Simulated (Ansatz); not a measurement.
# Calculations on C$_{2}$H$_{6}$O

### Relaxation

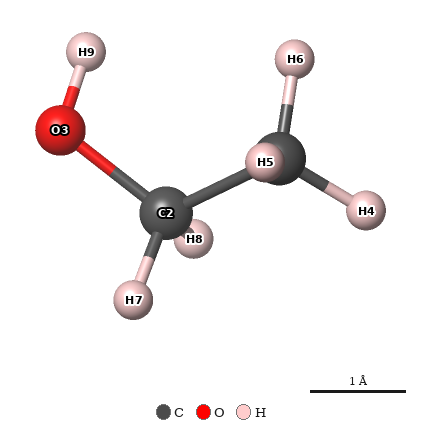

Starting structure of C2H6O. The picture is a ball-and-stick view, seen at a tilt.

Theory: RKS PBE0-D4/def2-TZVP (Ansatz).

Input file:
```yaml
crystal:
  periodic: [false, false, false]
  atoms:
    - {symbol: C, position_ang: [-0.536351, 0.571572, -0.468353]}
    - {symbol: C, position_ang: [0.307394, -0.599999, -0.015272]}
    - {symbol: O, position_ang: [0.872949, -0.406817, 1.265057]}
    - {symbol: H, position_ang: [-1.181995, 0.285447, -1.302881]}
    - {symbol: H, position_ang: [0.089877, 1.411346, -0.775655]}
    - {symbol: H, position_ang: [-1.189660, 0.913181, 0.341219]}
    - {symbol: H, position_ang: [1.152703, -0.746640, -0.691634]}
    - {symbol: H, position_ang: [-0.288754, -1.523287, -0.040066]}
    - {symbol: H, position_ang: [0.157676, -0.262166, 1.889595]}
basis:
  gaussian: {orbitals: def2-TZVP}
hamiltonian: {xc: pbe0, dispersion: d4}
relax: {f_tol: 0.005, max_steps: 200, constraints: [{sites: [3, 0, 1, 2]}]}
```

Where does the constrained relaxation end?

After 2 geometry steps the energy has fallen by 0.002 eV. The largest force component goes from 0.055 to 0.0043 eV/Å. The largest move after the best rigid fit is that of H5, 0.028 Å. Largest moves by element: H 0.028 Å, C 0.009 Å, O 0.005 Å. The run took of the order of 13 core-seconds on a shared host.

The structure at the end:

```xyz
9

C    -0.5288    0.5733   -0.4728
C     0.3102   -0.6008   -0.0175
O     0.8767   -0.4074    1.2624
H    -1.1757    0.2882   -1.3067
H     0.0826    1.4311   -0.7573
H    -1.1962    0.8915    0.3353
H     1.1510   -0.7663   -0.6947
H    -0.2974   -1.5169   -0.0304
H     0.1615   -0.2500    1.8837
```

### Relaxation

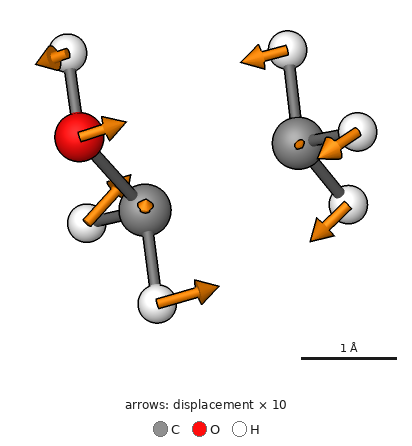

This is a constrained relaxation of C₂H₆O. The starting structure is drawn; orange arrows show the displacements, magnified 10 times. The two geometries are superimposed by the best rigid fit.

Style: ball-and-stick. Shown at a tilt.

Theory: RKS PBE0-D4/def2-TZVP in Ansatz. (held fixed: the distance between atoms 1 (C) and 2 (C), counting from 1; force threshold 0.005 eV/Å; at most 200 steps)

Question: Describe the change and its energy.

Answer: After 6 geometry steps the energy has fallen by 6.81 kJ/mol. Largest force component: 0.46 eV/Å at the start, 0.0032 eV/Å at the end. The largest move after the best rigid fit is that of an H atom, 0.073 Å. Largest moves by element: H 0.073 Å, O 0.054 Å, C 0.016 Å. Near-neighbour distances that change, for instance: C–O 1.413 → 1.390 Å, C–H 1.099 → 1.094 Å. Bond angles that change, for instance: H–C–H 107.0° → 110.4°, H–C–H 107.5° → 110.8°, H–C–H 108.5° → 111.5°. The run took roughly 25 core-seconds on a shared host.

### Scan

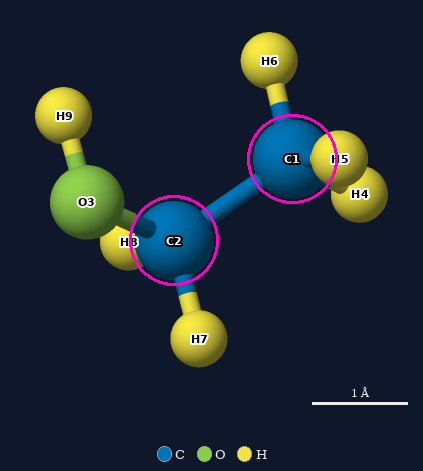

Energy scan for C₂H₆O, in which the C1–C2 distance is varied, with all other coordinates relaxed. The picture shows the minimum geometry. The ringed atoms are those of the scanned coordinate. Style: ball-and-stick. Shown tilted, with a slight tilt.

Computed with Ansatz: B3LYP-D4, r2SCAN-D4, wB97M-V, PBE0-D4, basis def2-TZVPP, on geometries relaxed under the constraint at PBE0-D4/def2-TZVP. Energies are counted from the PBE0-D4/def2-TZVP minimum geometry at the same level.

The input:
```yaml
crystal:
  periodic: [false, false, false]
  atoms:
    - {symbol: C, position_ang: [-0.536351, 0.571572, -0.468353]}
    - {symbol: C, position_ang: [0.307394, -0.599999, -0.015272]}
    - {symbol: O, position_ang: [1.205515, -0.261447, 1.021635]}
    - {symbol: H, position_ang: [-1.181995, 0.285447, -1.302881]}
    - {symbol: H, position_ang: [0.097564, 1.400899, -0.789036]}
    - {symbol: H, position_ang: [-1.181590, 0.928089, 0.340830]}
    - {symbol: H, position_ang: [0.932291, -0.956614, -0.837471]}
    - {symbol: H, position_ang: [-0.337826, -1.437573, 0.285580]}
    - {symbol: H, position_ang: [0.695008, 0.069637, 1.764957]}
basis:
  gaussian: {orbitals: def2-TZVPP}
hamiltonian: {xc: {name: B3LYP}, dispersion: d4}
```

What energies does the calculation give (the distance: 1.362, 1.392, 1.437, 1.489, 1.513, 1.546, 1.608, 1.674, 1.743, 1.816 Å)?

Energies in kJ/mol.

```
distance (Å)  B3LYP-D4  r2SCAN-D4  wB97M-V  PBE0-D4
       1.362      40.6       39.2     40.8     38.9
       1.392      25.1       24.0     25.0     23.6
       1.437       9.6        9.0      9.4      8.6
       1.489       1.2        1.0      1.0      0.8
       1.513       0.0        0.0      0.0      0.0
       1.546       0.7        1.0      1.0      1.3
       1.608       8.0        8.6      9.1      9.7
       1.674      21.8       22.8     24.2     25.0
       1.743      40.7       41.9     44.8     45.5
       1.816      63.6       65.0     69.9     70.2
```

With B3LYP-D4: of the computed points the lowest is at the distance 1.513 Å, 0.0 kJ/mol. The end points stand at 40.6 kJ/mol (1.362 Å) and 63.6 kJ/mol (1.816 Å). The curvature at the lowest point is about 26 eV/Å² (4.2 mdyn/Å). The well is steeper on the short side, as for any bond. At 1.816 Å the levels give B3LYP-D4 63.6 kJ/mol, r2SCAN-D4 65.0 kJ/mol, wB97M-V 69.9 kJ/mol, PBE0-D4 70.2 kJ/mol.

### Scan

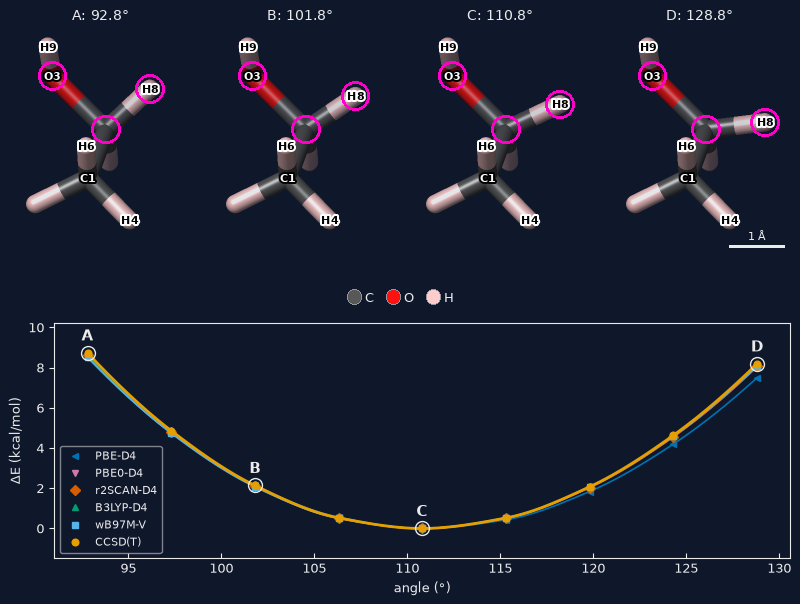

A scan of C₂H₆O: one H–C–O angle is varied, with the rest of the molecule carried along rigidly. The lettered frames are marked on the plot, at the values of CCSD(T). Style: stick. Shown onto the plane of the angle. The ringed atoms are those of the scanned coordinate.

Single-point energies from Ansatz with CCSD(T), wB97M-V, B3LYP-D4, r2SCAN-D4, PBE0-D4, PBE-D4 in the def2-TZVPP basis, on geometries moved rigidly from the minimum at PBE0-D4/def2-TZVP. Coupled cluster with a frozen core. Energies are counted from the PBE0-D4/def2-TZVP minimum geometry at the same level.

**What does the scan show?**

With CCSD(T): of the computed points the lowest is at the angle 110.8°, 0.0 kcal/mol. The end points stand at 8.7 kcal/mol (92.8°) and 8.2 kcal/mol (128.8°). The curvature at the lowest point is about 7.4 eV/rad². At 92.8° the levels give PBE-D4 8.5 kcal/mol, wB97M-V 8.5 kcal/mol, PBE0-D4 8.6 kcal/mol, B3LYP-D4 8.6 kcal/mol, r2SCAN-D4 8.7 kcal/mol, CCSD(T) 8.7 kcal/mol. Closest to CCSD(T) there is r2SCAN-D4.
